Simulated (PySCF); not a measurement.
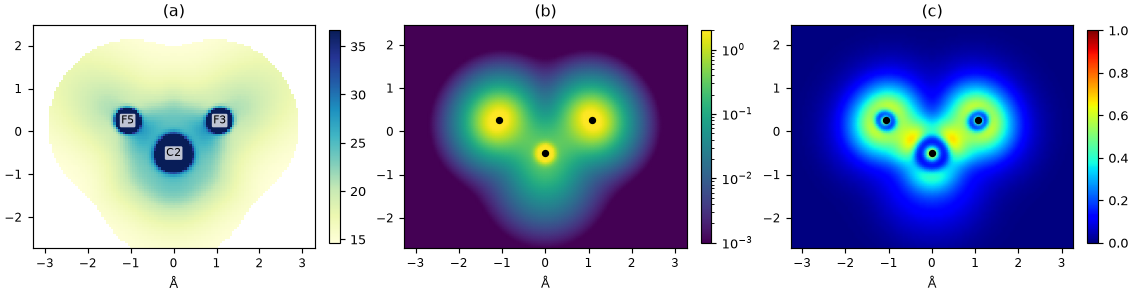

CF4, SMILES `FC(F)(F)F`. Three fields in the plane of C2, F3 and F5.

Level of theory: PBE0/def2-TZVP (PySCF), at a geometry from GFN2-xTB. No frequency check shows the geometry to be a minimum.

Input script:

```python
import numpy as np
from pyscf import gto, scf, dft
from pyscf.scf import atom_ks, atom_hf
from scipy.linalg import block_diag

def solve(mol, dm0=None, hcore=None):
    mf = (dft.UKS if mol.spin else dft.RKS)(mol, xc='pbe0')
    mf.grids.level = 3
    mf = mf.density_fit(auxbasis='def2-universal-jkfit')
    mf.conv_tol, mf.max_cycle = 1e-8, 80
    if hcore is not None:
        mf.get_hcore = lambda *args: hcore
    mf.kernel(dm0)
    if not mf.converged:
        mf = mf.newton().run(mf.mo_coeff, mf.mo_occ, max_cycle=30)
    assert mf.converged, 'SCF not converged'
    return mf

mol = gto.M(atom='''
F     -0.75871     0.71349     0.80128
C      0.00002     0.00002    -0.00006
F     -0.75871    -0.71350    -0.80127
F      0.75871     0.80131    -0.71345
F      0.75870    -0.80132     0.71347
''', basis='def2-tzvp', charge=0, spin=0, verbose=4)
mf = solve(mol)
mf.analyze()
# spherically averaged free atoms, for the promolecule
atm = atom_ks.get_atm_nrks(mol, xc='pbe0')
pro = block_diag(*[(atm[a[0]][2] * atm[a[0]][3]) @ atm[a[0]][2].T for a in mol._atom])
np.savez('result.npz', e=mf.e_tot, c=mf.mo_coeff, occ=mf.mo_occ, eps=mf.mo_energy, pro=pro, dip=mf.dip_moment(verbose=0), s2=mf.spin_square()[0])
```

Launched as:

```sh
OMP_NUM_THREADS=1 python input.py
```

The run took 6 s on 1 thread of Intel(R) Xeon(R) 6975P-C (Granite Rapids) (shared host), peak memory 0.54 GiB.

Partitions, critical points and surface values were worked out afterwards from this run's density.

Question: The panels show, in some order, the localised orbital locator (LOL), average local ionisation energy and electron density. Which is which?

Answer: (a) is the average local ionisation energy: it is high near the heavier nuclei and lowest where loosely bound electrons reach out. (b) is the electron density: it is positive everywhere and peaks at the nuclei. (c) is the localised orbital locator (LOL): it runs from 0 to 1, peaks where electrons are localised, as in bonds, and fades smoothly outside.
